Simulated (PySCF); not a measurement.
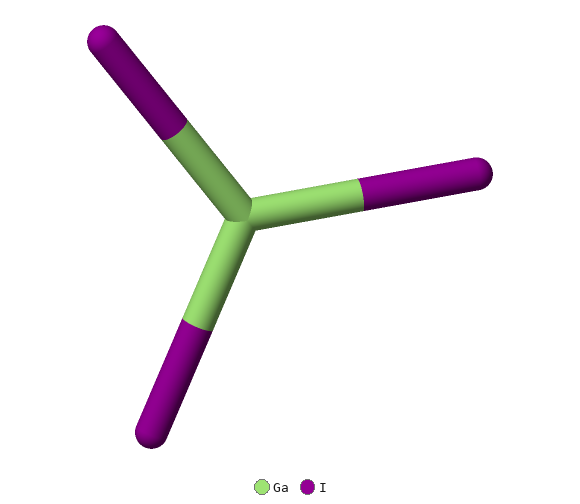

The computed structure is the end point of a PBE0-D3(BJ)/def2-SVP optimisation. No frequency run is at hand to confirm it as a minimum.

Draw it as a skeletal formula.

SMILES: [I][Ga]([I])[I]

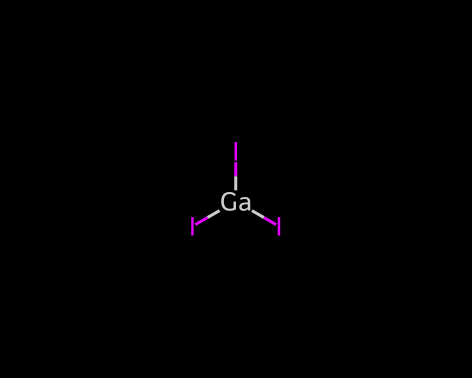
